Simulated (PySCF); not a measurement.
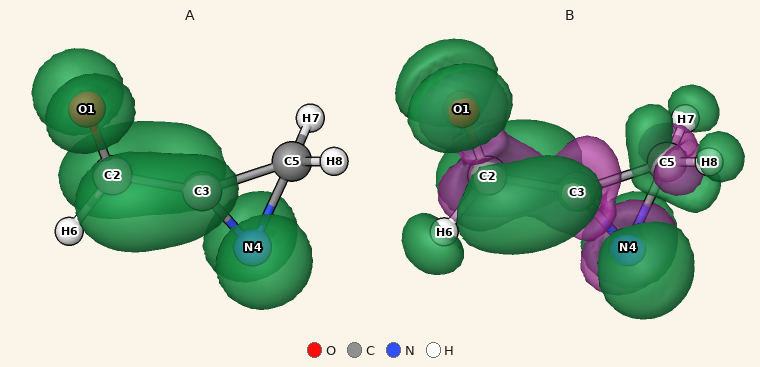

Figure 1: C$_{3}$H$_{3}$NO, SMILES `O=CC1=NC1`. The Fukui function f⁺ from two separate SCF calculations and the density of the LUMO, at ±0.02 e/Å³ (green positive, purple negative).

Computed with PySCF, CAM-B3LYP/6-31+G*, geometry: GFN2-xTB. No frequency check shows the geometry to be a minimum.

The calculation's input:

```python
import numpy as np
from pyscf import gto, scf, dft
from pyscf.scf import atom_ks, atom_hf
from scipy.linalg import block_diag

def solve(mol, dm0=None, hcore=None):
    mf = (dft.UKS if mol.spin else dft.RKS)(mol, xc='camb3lyp')
    mf.grids.level = 3
    mf = mf.density_fit(auxbasis='def2-universal-jkfit')
    mf.conv_tol, mf.max_cycle = 1e-8, 80
    if hcore is not None:
        mf.get_hcore = lambda *args: hcore
    mf.kernel(dm0)
    if not mf.converged:
        mf = mf.newton().run(mf.mo_coeff, mf.mo_occ, max_cycle=30)
    assert mf.converged, 'SCF not converged'
    return mf

mol = gto.M(atom='''
O     -1.95722     0.46569     0.00016
C     -1.13439    -0.40870    -0.00016
C      0.30173    -0.18730    -0.00007
N      1.41847    -0.77314     0.00026
C      1.43973     0.72179    -0.00017
H     -1.40394    -1.48139    -0.00060
H      1.74507     1.20638    -0.91655
H      1.74491     1.20671     0.91643
''', basis='6-31+g*', charge=0, spin=0, verbose=4)
mf = solve(mol)
out = dict(e0=mf.e_tot, dm0=mf.make_rdm1(), c=mf.mo_coeff, occ=mf.mo_occ, eps=mf.mo_energy)
for name, dq, spin in [('cation', 1, 1), ('anion', -1, 1)]:
    ion = mol.copy().set(charge=mol.charge + dq, spin=spin).build()
    mi = solve(ion)
    if spin and dq > 0 and mol.nao < 130:
        c, _, stable, _ = mi.stability(return_status=True)
        if not stable:
            mi = solve(ion, mi.make_rdm1(c, mi.mo_occ))
    print(name, 'vertical energy change / eV', (mi.e_tot - mf.e_tot) * 27.211386)
    out.update({'e_' + name: mi.e_tot, 'dm_' + name: mi.make_rdm1(), 's2_' + name: mi.spin_square()[0], 'eps_' + name: mi.mo_energy, 'occ_' + name: mi.mo_occ})
# spherically averaged free atoms, for the promolecule
atm = atom_ks.get_atm_nrks(mol, xc='camb3lyp')
pro = block_diag(*[(atm[a[0]][2] * atm[a[0]][3]) @ atm[a[0]][2].T for a in mol._atom])
np.savez('result.npz', pro=pro, **out)
```

Launched as:

```sh
OMP_NUM_THREADS=1 python input.py
```

The run took 110 s on 1 thread of Arm Neoverse V2, with other jobs on the host, peak memory 0.53 GiB.

Partitions, critical points and surface values were worked out afterwards from this run's density.

Q: Which panel is which, and how good is the frozen-orbital picture?

A: B is f⁺ (it has negative regions), A the LUMO density. The LUMO lies on C2 (26 %), O1 (25 %) and N4 (24 %); f⁺ (Hirshfeld-condensed) is largest on O1 (0.22), C2 (0.21) and N4 (0.20); the vertical electron affinity is 0.92 eV (the stability of the anion's solution wasn't checked). Relaxation shifts 19 % of the electron between atoms. The orbital energy is −1.85 eV.
